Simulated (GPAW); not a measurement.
**Run report: GeH4SO, spin states calculation (part 3 of 3)**

Continued. System: GeH4SO, SMILES [OH][GeH2][SH]. Method: PBEsol/dz(dzp), scalar-relativistic datasets (GPAW 26.7.0). The geometry comes from this level: GFN2-xTB.

Geometry of the input (Å):
```
O  -1.5239  -0.6570  -0.0242
Ge -0.0469  0.2523  -0.1024
S  1.4220  -1.1654  0.6825
H  -2.3342  -0.2484  -0.3177
H  0.2191  0.6475  -1.5447
H  -0.1848  1.5019  0.7501
H  2.4487  -0.3310  0.5564
```

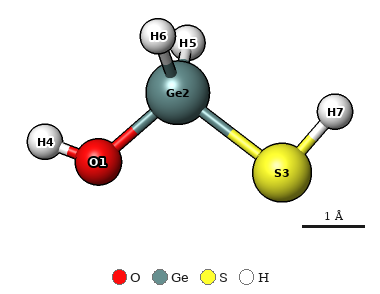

*The input geometry (ball-and-stick view, seen at a tilt; atoms are numbered from 1 in the order of the input). Sticks mark near contacts.*

Output, continued
```
FastPoissonSolver using
    Stencil: 6*3+1=19 point O(h^6) finite-difference Laplacian
    FFT axes: []
    FST axes: [np.int64(2), np.int64(1), np.int64(0)]

xc functional:
  name: PBEsol with 2 nearest neighbor stencil
interpolation: tri-quintic # 5. degree polynomial

Initialization done in: 3.845 s

convergence criteria:
- Maximum integral of absolute [dens]ity change: 0.01 electrons / valence electron
- Maximum integral of absolute [eigenst]ate change: 0.0001 eV^2 / valence electron
- Maximum [total energy] change in last 3 cyles: 0.01 eV / valence electron
maximum number of iterations: 100

SCF iterations
|iter     |     time |      energy | eigst |  dens |  magmom |
|---------|----------|-------------|-------|-------|---------|
|iter:   1| 00:00:09 |  -20.705334 |      c|       |  +1.9972|
|iter:   2| 00:00:10 |  -20.212316 |      c| -0.60 |  +1.9974|
|iter:   3| 00:00:11 |  -19.244119 |      c| -0.60 |  +1.9984|
|iter:   4| 00:00:12 |  -19.088245 |      c| -0.99 |  +1.9991|
|iter:   5| 00:00:13 |  -19.048100c|      c| -1.25 |  +1.9995|
|iter:   6| 00:00:14 |  -19.055976c|      c| -1.60 |  +1.9997|
|iter:   7| 00:00:14 |  -19.046121c|      c| -1.41 |  +1.9997|
|iter:   8| 00:00:15 |  -19.046852c|      c| -1.97 |  +1.9998|
|iter:   9| 00:00:16 |  -19.046896c|      c| -2.23c|  +1.9998|

Converged in 9 steps
SCF loop duration: 7.709 s (0.857 s/step)
Energy contributions relative to reference atoms: (reference = -69978.903856)

Energy contributions:
  Kinetic:          82.572872
  Coulomb:         -71.142505
  Zero:              0.186487
  External:          0.000000
  Xc:              -30.663750
  Entropy:          -0.000000
  Spinorbit:         0.000000
  ----------------------------
  Free energy:     -19.046896
  Extrapolated:    -19.046896

dipole moment: (0.177909, 0.272721, -0.066980)  # |e|*Ang

Total magnetic moment: (0.000000, 0.000000, 1.999783)

Local magnetic moments
|        x |        y |         z |
|----------|----------|-----------|
| 0.000000 | 0.000000 |  0.052983 |  # O    0
| 0.000000 | 0.000000 |  0.202786 |  # Ge   1
| 0.000000 | 0.000000 |  0.500843 |  # S    2
| 0.000000 | 0.000000 |  0.001884 |  # H    3
| 0.000000 | 0.000000 |  0.060380 |  # H    4
| 0.000000 | 0.000000 |  0.059756 |  # H    5
| 0.000000 | 0.000000 | -0.004505 |  # H    6

Fermi levels: -0.356, -6.523
Eigenvalues  # (at kpt = [0.000, 0.000, 0.000])
| band index |      eig [eV] | occ [0-1] |      eig [eV] | occ [0-1] |
|------------|---------------|-----------|---------------|-----------|
|          0 |       -25.107 |     1.000 |       -24.981 |     1.000 |
|        ... |               |           |               |           |
|          2 |       -14.695 |     1.000 |       -14.403 |     1.000 |
|          3 |       -11.721 |     1.000 |       -11.338 |     1.000 |
|          4 |       -10.847 |     1.000 |       -10.476 |     1.000 |
|          5 |        -9.614 |     1.000 |        -9.035 |     1.000 |
|          6 |        -8.756 |     1.000 |        -8.314 |     1.000 |
|          7 |        -7.686 |     1.000 |        -7.337 |     1.000 |
|          8 |        -7.617 |     1.000 |        -6.770 |     1.000 |
|          9 |        -6.981 |     1.000 |        -6.233 |     0.000 |
|         10 |        -0.802 |     1.000 |         0.075 |     0.000 |
|         11 |        -0.086 |     0.000 |         0.159 |     0.000 |
|         12 |         0.296 |     0.000 |         0.588 |     0.000 |
|         13 |         1.970 |     0.000 |         2.382 |     0.000 |
|         14 |         2.783 |     0.000 |         2.974 |     0.000 |
|         15 |         3.151 |     0.000 |         3.715 |     0.000 |

Gap: 0.717 eV
Transition (v -> c):
  (s=0, k=0, n=10, [0.00, 0.00, 0.00]) -> (s=0, k=0, n=11, [0.00, 0.00, 0.00])
No difference between direct/indirect transitions
vacuum-level: 0.000  # V
triplet       -19.04690 eV
singlet       0.000 eV above the lowest
triplet       5.427 eV above the lowest
```

Results in brief

| quantity | value |
| --- | --- |
| outcome | converged |
| wall time | 20 s |
| peak memory | 0.41 GiB |

Remarks

Settings chosen away from the usual ones: conv set to {"density": 0.01, "eigenstates": 0.0001, "energy": 0.01}; smear set to fermi-dirac; width set to 0.01; h set to 0.3 (from 0.16). Further notes kept with the run: datasets made with stock radii, not tested. On so coarse a grid the energy depends on the position of the molecule, which gives spurious forces.
